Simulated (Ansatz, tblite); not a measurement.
**B(OH)3 (BH₃O₃): which spin state is lowest**

Aim: set other spin states of B(OH)3 (BH₃O₃) against its singlet, on many levels of theory.

Computed with Ansatz 0.2.0, Gaussian basis. Level: as each input shows.

Plan: triplet, at the geometry of the singlet (GFN1-xTB, GFN2-xTB, PBE0-D4/def2-TZVP, PBE-D4/def2-TZVP, r2SCAN-D4/def2-TZVP); the singlet's energies come from earlier runs.

### Step 1. The structure

The singlet was relaxed beforehand with r2SCAN-D4/def2-TZVP.

7 atoms, charge 0, spin multiplicity 1.

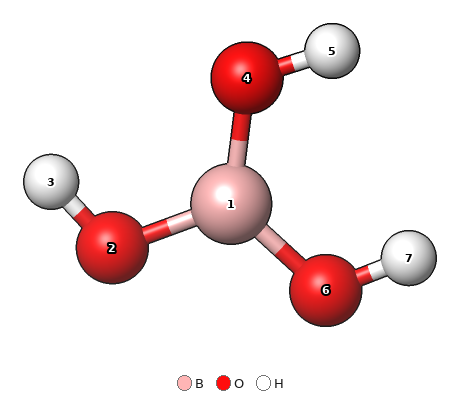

The structure; boron pink, oxygen red, hydrogen white; atoms are numbered from 1 in the order of the file.

### Step 2. Triplet at the fixed geometry, GFN1-xTB

Tight binding, by tblite at 300 K electronic temperature and without a spin-polarisation term:

```python
tblite.interface.Calculator('GFN1-xTB', numbers, positions, charge=0, uhf=2).singlepoint()
```

Energy -459.2386 eV; 0.007 s.

### Step 3. Triplet at the fixed geometry, GFN2-xTB

Tight binding, by tblite at 300 K electronic temperature and without a spin-polarisation term:

```python
tblite.interface.Calculator('GFN2-xTB', numbers, positions, charge=0, uhf=2).singlepoint()
```

Energy -400.6460 eV; 0.005 s.

### Step 4. Triplet at the fixed geometry, PBE0-D4/def2-TZVP

in.yaml

```yaml
crystal:
  periodic: [false, false, false]
  atoms:
    - {symbol: B, position_ang: [0.173589, -0.126893, -0.075815]}
    - {symbol: O, position_ang: [1.497129, -0.209044, -0.393956]}
    - {symbol: H, position_ang: [1.946712, 0.630232, -0.256338]}
    - {symbol: O, position_ang: [-0.316170, 1.081053, 0.377728]}
    - {symbol: H, position_ang: [-1.252533, 1.096624, 0.591031]}
    - {symbol: O, position_ang: [-0.560045, -1.273379, -0.236417]}
    - {symbol: H, position_ang: [-1.488672, -1.198592, -0.006243]}
basis:
  gaussian: {orbitals: def2-TZVP}
magnetization: {spin_polarized: true, initial_magnetization: 2}
hamiltonian: {xc: pbe0, dispersion: d4}
scf: {omitted_lower_state_checks: [starts]}
output: {orbitals: {seedname: orbitals}}
```

Launch:

```bash
$ ansatz run in.yaml --threads 4 --pin off --events-out ev --progress --plain --max-ram 3916MiB
```

What it wrote:

```text
Functional definition: PBE0
  name "PBE0"
  cite "Adamo & Barone, J. Chem. Phys. 110, 6158 (1999) doi:10.1063/1.478522"
  cite "Perdew, Burke & Ernzerhof, Phys. Rev. Lett. 77, 3865 (1996) doi:10.1103/PhysRevLett.77.3865"
  parent pbe
  parameter a = 0.25
  parameter kappa = 0.804
  parameter beta = 0.06672455060314922
  exchange = (1 - a)*pbe_x(kappa = kappa, mu = beta*pi^2/3) + a*exact_x
  correlation = pbe_c(beta = beta)
these checks for a lower state are left out or cut short: starts
754 factors; their error is unknown
mean field evaluation 1: about -6851.7712 eV, gradient 4.4e1 eV
mean field evaluation 2: about -6835.3538 eV, gradient 7.5e1 eV
mean field evaluation 4: about -6857.8841 eV, gradient 7.9e0 eV
mean field evaluation 8: about -6858.2100 eV, gradient 1.4e0 eV
mean field evaluation 16: about -6858.3743 eV, gradient 1.6e-1 eV
mean field evaluation 32: about -6858.4204 eV, gradient 5.2e-5 eV
mean field -6858.42039358 eV, -252.0423006597 hartree, gradient 1.4e-5 eV, S^2 2.011394; 0 other end points of the search recorded, 0 dependent functions left out
reference -6858.42042600 eV, -252.0423018510 hartree; 17, 15 occupied and 125, 127 virtual orbitals, 754 factors
Total energy: -6858.49009473 eV, -252.0448621297 hartree
Checks for a lower state left out: starts
```

Wall time 4 s (4 threads of Intel Xeon Platinum 8488C, shared host).

HOMO -2.51 eV, LUMO -8.32 eV (over both spins; with the spin held, an empty level of the minority spin lies below the top filled one); ⟨S²⟩ 2.011 (pure: 2.00).

### Step 5. Triplet at the fixed geometry, PBE-D4/def2-TZVP

start.molden holds the orbitals of an earlier run on this state, given as this run's starting guess.

in.yaml: that of step 4 with these lines changed.

```diff
@@ -11,5 +11,5 @@
 basis:
-  gaussian: {orbitals: def2-TZVP}
+  gaussian: {orbitals: def2-TZVP, initial_orbitals: start.molden}
 magnetization: {spin_polarized: true, initial_magnetization: 2}
-hamiltonian: {xc: pbe0, dispersion: d4}
+hamiltonian: {xc: pbe, dispersion: d4}
 scf: {omitted_lower_state_checks: [starts]}
```

The command is unchanged.

What it wrote:

```text
Functional definition: PBE
  name "PBE"
  cite "Perdew, Burke & Ernzerhof, Phys. Rev. Lett. 77, 3865 (1996) doi:10.1103/PhysRevLett.77.3865"
  parent pbe
  parameter kappa = 0.804
  parameter beta = 0.06672455060314922
  exchange = pbe_x(kappa = kappa, mu = beta*pi^2/3)
  correlation = pbe_c(beta = beta)
these checks for a lower state are left out or cut short: starts
754 factors; their error is unknown
mean field evaluation 1: about -6858.6058 eV, gradient 6.6e0 eV
mean field evaluation 2: about -6858.8029 eV, gradient 5.4e-1 eV
mean field evaluation 4: about -6858.8002 eV, gradient 2.9e-1 eV
mean field evaluation 8: about -6858.8006 eV, gradient 1.0e-4 eV
mean field -6858.80055665 eV, -252.0562713949 hartree, gradient 8.5e-6 eV, S^2 2.003627; 0 other end points of the search recorded, 0 dependent functions left out
reference -6858.80060265 eV, -252.0562730854 hartree; 17, 15 occupied and 125, 127 virtual orbitals, 754 factors
Total energy: -6858.88545178 eV, -252.0593912335 hartree
Checks for a lower state left out: starts
```

Run time: 1.4 s. Hardware: 4 threads of Intel Xeon Platinum 8488C, shared host.

Report: HOMO -1.85 eV, LUMO -9.30 eV (over both spins; with the spin held, an empty level of the minority spin lies below the top filled one); ⟨S²⟩ 2.004 (pure: 2.00).

### Step 6. Triplet at the fixed geometry, r2SCAN-D4/def2-TZVP

in.yaml: that of step 5 with these lines changed.

```diff
@@ -13,3 +13,3 @@
 magnetization: {spin_polarized: true, initial_magnetization: 2}
-hamiltonian: {xc: pbe, dispersion: d4}
+hamiltonian: {xc: r2scan, dispersion: d4}
 scf: {omitted_lower_state_checks: [starts]}
```

Same command.

What it wrote:

```text
Functional definition: r2SCAN
  name "r2SCAN"
  cite "Furness, Kaplan, Ning, Perdew & Sun, J. Phys. Chem. Lett. 11, 8208 (2020) doi:10.1021/acs.jpclett.0c02405"
  cite "Furness, Kaplan, Ning, Perdew & Sun, J. Phys. Chem. Lett. 11, 9248 (2020) doi:10.1021/acs.jpclett.0c03077"
  parent r2scan
  parameter k0 = 0.174
  parameter k1 = 0.065
  parameter a1 = 4.9479
  exchange = r2scan_x(k0 = k0, k1 = k1, a1 = a1)
  correlation = r2scan_c
these checks for a lower state are left out or cut short: starts
754 factors; their error is unknown
mean field evaluation 1: about -6862.6802 eV, gradient 3.5e0 eV
mean field evaluation 2: about -6862.7294 eV, gradient 1.7e-1 eV
mean field evaluation 4: about -6862.7187 eV, gradient 7.5e-3 eV
mean field evaluation 8: about -6862.7187 eV, gradient 1.4e-5 eV
mean field -6862.71870057 eV, -252.2002605282 hartree, gradient 1.4e-5 eV, S^2 2.009805; 0 other end points of the search recorded, 0 dependent functions left out
reference -6862.71871567 eV, -252.2002610830 hartree; 17, 15 occupied and 125, 127 virtual orbitals, 754 factors
Total energy: -6862.73880917 eV, -252.2009995056 hartree
Checks for a lower state left out: starts
```

It took 2.1 s on 4 threads of Intel Xeon Platinum 8488C, shared host.

Report: HOMO -1.92 eV, LUMO -9.14 eV (over both spins; with the spin held, an empty level of the minority spin lies below the top filled one); ⟨S²⟩ 2.010 (pure: 2.00).

### Step 7. Triplet less singlet, vertical

The singlet's energies are those of its earlier runs, whose logs aren't repeated here.

```
              level  triplet less singlet, vertical (kJ/mol)     time
           GFN1-xTB                                  +1017.6  0.011 s
           GFN2-xTB                                   +941.5  0.007 s
   PBE-D4/def2-TZVP                                   +688.6      2 s
r2SCAN-D4/def2-TZVP                                   +716.6    3.1 s
  PBE0-D4/def2-TZVP                                   +739.1    4.9 s
```

Times add the two runs; a level without a time comes out of a correlated run. Tight binding without a spin term can't rank spin states.

### Step 8. Results

| quantity | value |
| --- | --- |
| triplet less singlet, vertical, functionals in def2-TZVP | +688.6 (PBE-D4) to +739.1 kJ/mol (PBE0-D4) |

In words: All functionals put the triplet above the singlet, over a spread of 50.5 kJ/mol. The checks for a lower triplet were left out, so another state of that spin may lie lower. These are electronic energies, without zero-point motion, entropy or surroundings.
